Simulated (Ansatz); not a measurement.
Consider CsSnBr3 in the cubic perovskite structure (space group Pm-3m, No. 221; a = 5.7645 Å).

It is then changed as follows: a fraction x = 0.5 of the Cs sites is given to Li, ordered in a cell of 10 atoms (starting symmetry P4/mmm) and fully relaxed.

All numbers come from plane-wave PAW DFT at the PBEsol level (Ansatz, an electronic-structure program, 420 eV), scalar-relativistic without spin-orbit coupling.

The zone is the changed cell's own and can be folded.

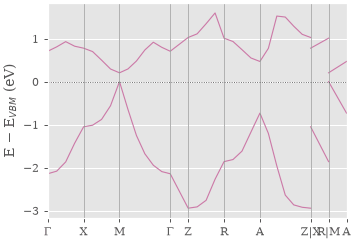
*Highest valence and lowest conduction band along the path of the changed cell's own zone*

The gap is 0.21 eV, direct at M; the base has 0.22 eV.

These are small ordered cells, not random alloys; other orderings at the same x differ. No phonon test of stability was made. Many cubic perovskites are stable only at high temperature; tilts and polar distortions were not tested. The zero or small gap of CsLiSn2Br6 and CsSnBr3 can change with the level of theory. Labels are those of the standard path for the cell's own space group.
